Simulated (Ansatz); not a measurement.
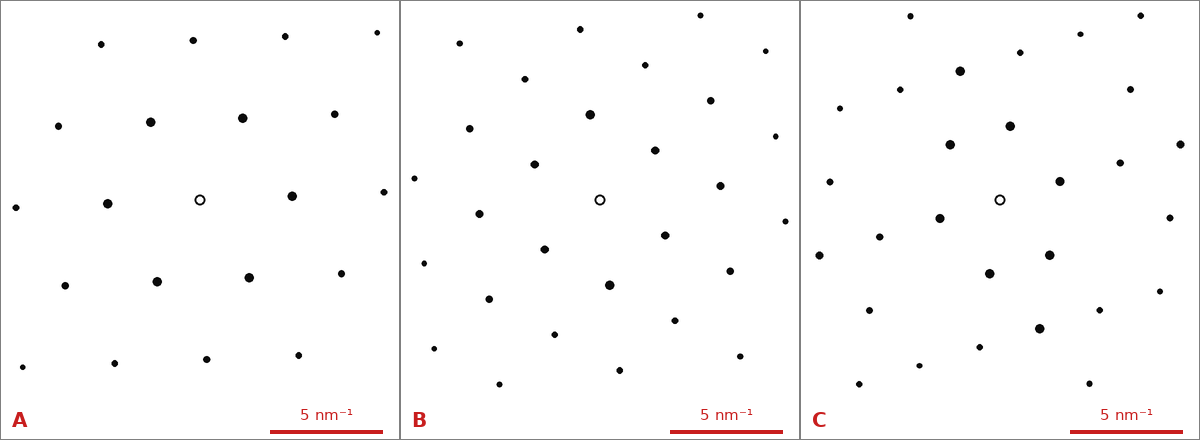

Kinematic electron diffraction patterns (200 kV, B = 0.5 Å², same scale, each along a low-index zone) of three structures of composition TlB, each relaxed at zero pressure with DFT PBE, scalar-relativistic, plane waves, PAW in Ansatz.

The structures (standard cells):
1. Fd-3m (No. 227), a = 6.821 Å, 16 atoms; generated start, possibly hypothetical
2. P6_3/mmc (No. 194), a = 4.079 Å, c = 5.615 Å (hexagonal axes), 4 atoms; generated start, possibly hypothetical
3. Fm-3m (No. 225), a = 5.184 Å, 8 atoms; generated start, possibly hypothetical

Q: Which pattern belongs to which structure, and along which zone?

A: A is structure 1 along [111] or an equivalent direction: hexagonal net of -2 2 0 at d = 2.41 Å and -2 0 2 at d = 2.41 Å, 60.0° apart. B is structure 3 along [110] or an equivalent direction: centred rectangular net of -1 1 -1 at d = 2.99 Å and -1 1 1 at d = 2.99 Å, 70.5° apart. C is structure 2 along [101] or an equivalent direction: centred rectangular net of 0 1 0 at d = 3.53 Å and 1 0 -1 at d = 2.99 Å, 65.0° apart (some points of this net are extinct or too weak to see).

Q: Which structure lies lowest at this level of theory, and by how much?

A: Structure 2 (P6_3/mmc, 20.22 Å³ an atom) is the lowest of these; structure 3 (Fm-3m, 17.41 Å³ an atom) lies about 53 meV an atom higher; structure 1 (Fd-3m, 19.84 Å³ an atom) lies about 490 meV an atom higher. These are static energies at 0 K; other structures, not shown, may lie lower still.
